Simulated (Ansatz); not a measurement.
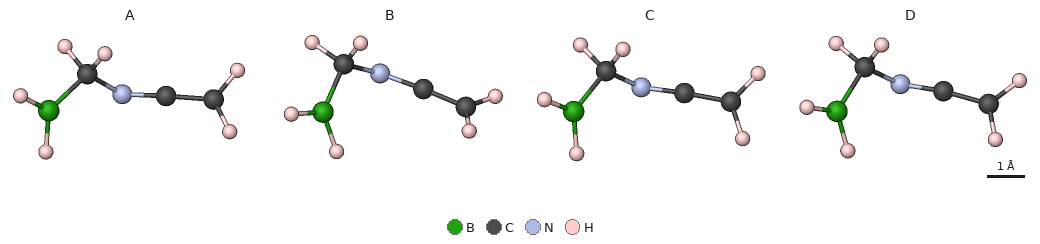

4 geometries from one relaxation of C3H6BN, in shuffled order. The picture is a ball-and-stick view, seen at a tilt.

The run prepares an end point of a later path (hydrogen shift) calculation, from a guessed geometry.

Method: RKS B3LYP/cc-pVDZ (Ansatz). Set-up: no spin polarisation; force threshold 0.02 eV/Å; at most 50 steps.

Q: Put them in the order of the run, from the start to the converged end.

A: B, D, C, A. They are steps 0, 3, 6, 18, at +107.4 kJ/mol, +12.9 kJ/mol, +1.97 kJ/mol relative to the last. Over 15 accepted moves (18 points after the start) the energy falls by 107.4 kJ/mol. The largest force component goes from 5.4 to 0.017 eV/Å. The line search rejected the trial steps at points 7, 14, 16 of the run. An H atom moves most after the best rigid fit: 0.85 Å. By element the largest moves are H 0.85 Å, N 0.58 Å, B 0.40 Å, C 0.31 Å. Some distances before and after: C–N 1.278 → 1.224 Å, C–H 1.154 → 1.113 Å, C–H 1.054 → 1.091 Å, B–C 1.527 → 1.562 Å. Among the angles between lasting bonds that change: H–B–H 114.5° → 120.1°, C–B–H 123.1° → 117.6°, B–C–N 110.3° → 115.8°. Groups turn about C–N by about 40°. Cost: 38 s on 2 threads of Arm Neoverse V2 (shared host), peak memory 0.2 GiB.
